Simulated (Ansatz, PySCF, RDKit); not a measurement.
H2S (SMILES S) and CH4S (SMILES CS) are pulled apart as rigid monomers along the line of their centres of mass, from the B3LYP-D3(BJ)/def2-TZVP minimum. Starting geometry (charge 0, multiplicity 1):
```tsv
atom	x (Å)	y (Å)	z (Å)
S	0.5962	0.3913	0.2288
H	0.1610	0.8061	1.4381
H	-0.6388	0.0438	-0.1665
C	-0.2658	-1.2137	3.6803
S	-0.3156	0.5788	4.0115
H	0.1423	-1.7558	4.5301
H	-1.2993	-1.5208	3.5299
H	0.3014	-1.4266	2.7766
H	1.0039	0.7525	4.1922
```

Interaction energies with rigid monomers; basis-set methods are counterpoise corrected unless marked otherwise.

Rows in 3-21G, 6-31G*, STO-3G carry no dispersion term and start afresh at each structure (6-31G* with six Cartesian d functions). MP2/6-31G* freezes PySCF's default core.

The values were computed with Ansatz (a first-principles code); PySCF for 3-21G rows, 6-31G* rows, STO-3G rows, the dispersion terms; RDKit for the force fields. 

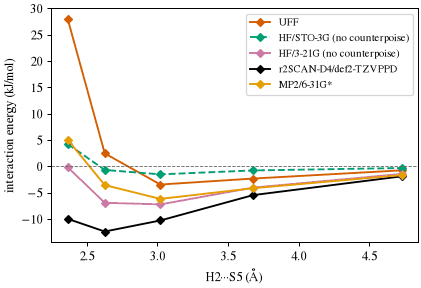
Fig. 1. Interaction energy against separation

Task: Which level binds most strongly at H2···S5 = 2.63, and by how much?

Result: r2SCAN-D4/def2-TZVPPD, -12 kJ/mol.
